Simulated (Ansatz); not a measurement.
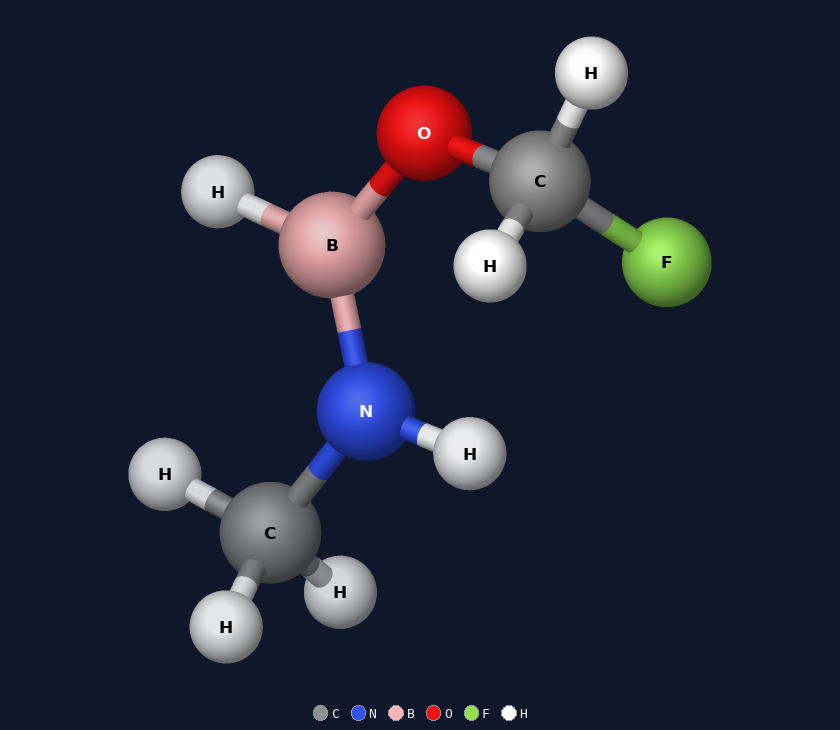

Rendered structure (ball-and-stick style).

Computed geometry: PBE0-D4/def2-TZVP optimisation. No frequency run is at hand to confirm it as a minimum.

Identify the structure.

Formula C₂H₇BFNO. SMILES: `CNBOCF`. It has no ring. Among its groups: C–F bond, B–H bond. The point group is C1. Coordination: 2 C tetrahedral; 1 N trigonal planar; 1 B trigonal planar; 1 O bent.

The parts below concern this one geometry. Atoms keep their numbers from picture to picture.

**Shape**

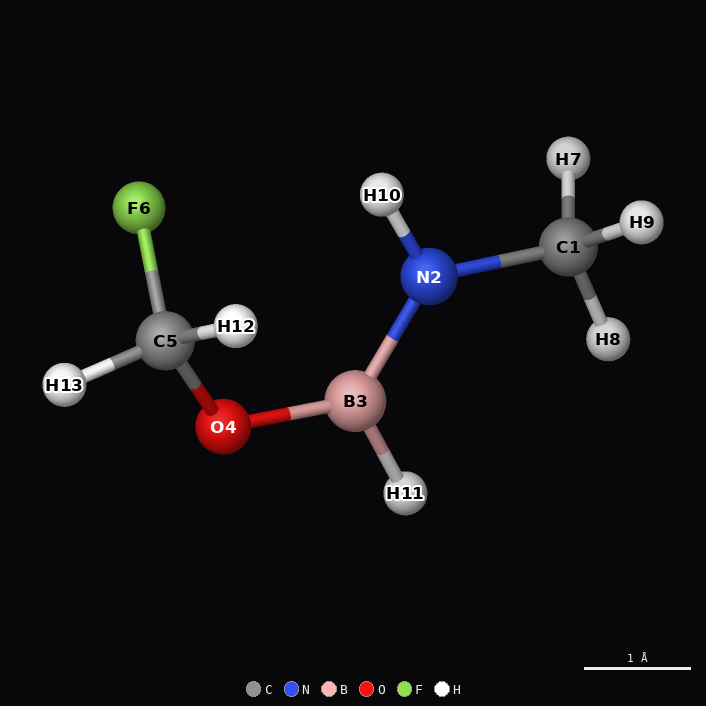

Atoms carry their numbers in the input. No frequency run is at hand to confirm it as a minimum.

List the bonds and their lengths.

```tsv
bond	length (Å)	order
C1–N2	1.443	single
C1–H7	1.094	single
C1–H8	1.090	single
C1–H9	1.094	single
N2–B3	1.393	single
N2–H10	1.008	single
B3–O4	1.385	single
B3–H11	1.196	single
O4–C5	1.368	single
C5–F6	1.385	single
C5–H12	1.097	single
C5–H13	1.091	single
```

**Levels of theory compared**

No frequency run is at hand to confirm it as a minimum. Program: Ansatz 0.2.0.

Tabulate HOMO energy (eV) at these levels: B3LYP-D4/def2-TZVPP; PBE-D4/def2-TZVPP; PBE0-D4/def2-TZVPP; r2SCAN-D4/def2-TZVPP; ωB97M-V/def2-TZVPP; ωB97X-V/def2-TZVPP.

```json
{"level": "B3LYP-D4/def2-TZVPP", "HOMO energy (eV)": "−7.30"}
{"level": "PBE-D4/def2-TZVPP", "HOMO energy (eV)": "−6.18"}
{"level": "PBE0-D4/def2-TZVPP", "HOMO energy (eV)": "−7.53"}
{"level": "r2SCAN-D4/def2-TZVPP", "HOMO energy (eV)": "−6.43"}
{"level": "ωB97M-V/def2-TZVPP", "HOMO energy (eV)": "−9.87"}
{"level": "ωB97X-V/def2-TZVPP", "HOMO energy (eV)": "−9.95"}
```

**Dipole moment**

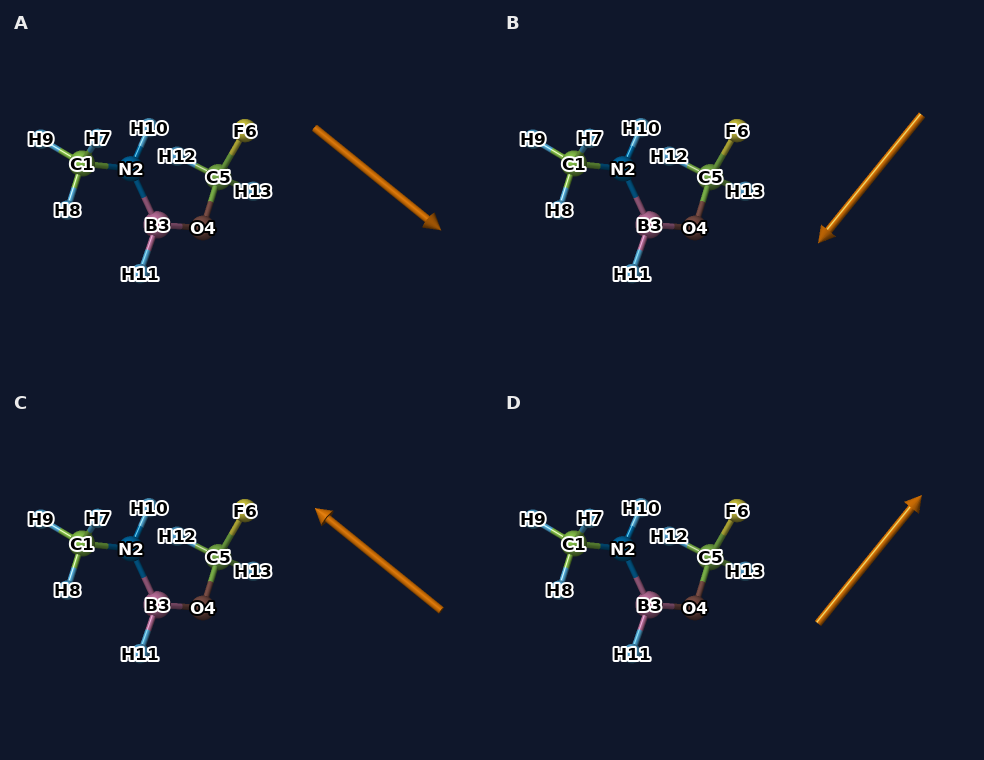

The same molecule four times, each with an arrow. No frequency run is at hand to confirm it as a minimum. Method: RKS r2SCAN-D4/def2-TZVPP (Ansatz 0.2.0).

**Which arrow points along the dipole moment, from the negative to the positive end?**

C. The dipole moment is 1.93 D; it points from the side of O4, H13 to the side of H9 (the outermost atoms at the two ends).

**Charges**

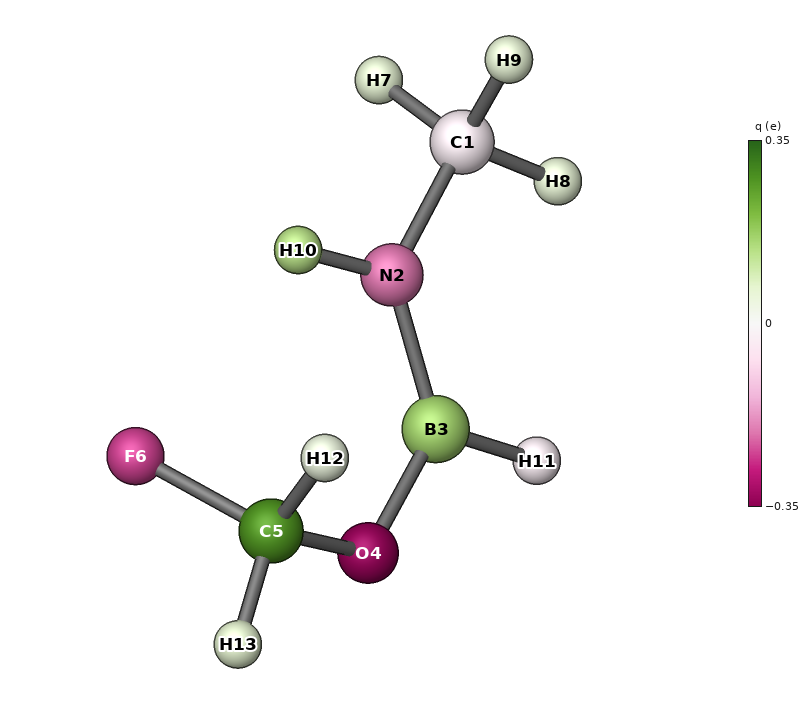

Atoms are coloured by their Mulliken charges. No frequency run is at hand to confirm it as a minimum. Method: RKS r2SCAN-D4/def2-TZVPP (Ansatz 0.2.0).

List the Mulliken charges.

```csv
atom,value (e)
C1,−0.03
N2,−0.21
B3,0.16
O4,−0.33
C5,0.27
F6,−0.25
H7,0.06
H8,0.06
H9,0.06
H10,0.13
H11,−0.03
H12,0.04
H13,0.06
```

Mulliken values depend strongly on the basis set and can even reverse the polarity of a bond.
